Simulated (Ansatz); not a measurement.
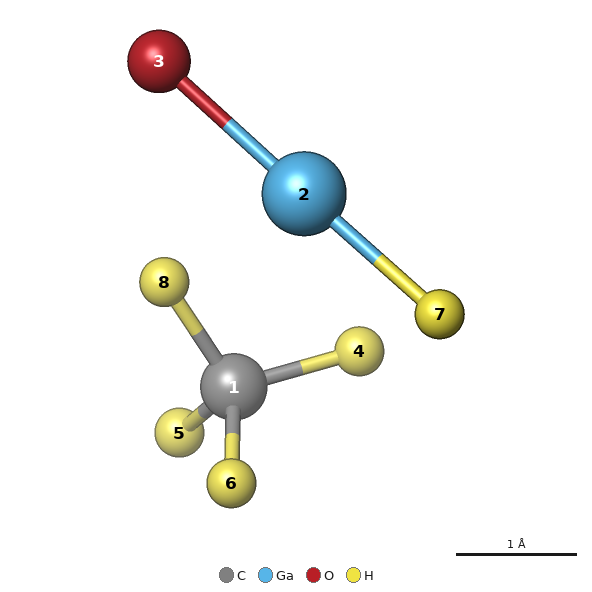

Orthographic view. Distant atoms are faded towards the background colour. Computed geometry: PBE-D4/def2-SVP optimisation. No frequency run is at hand to confirm it as a minimum.

Write the connection table.

C1: H4, H5, H6, H8
Ga2: O3, H7
O3: Ga2
H4: C1
H5: C1
H6: C1
H7: Ga2
H8: C1
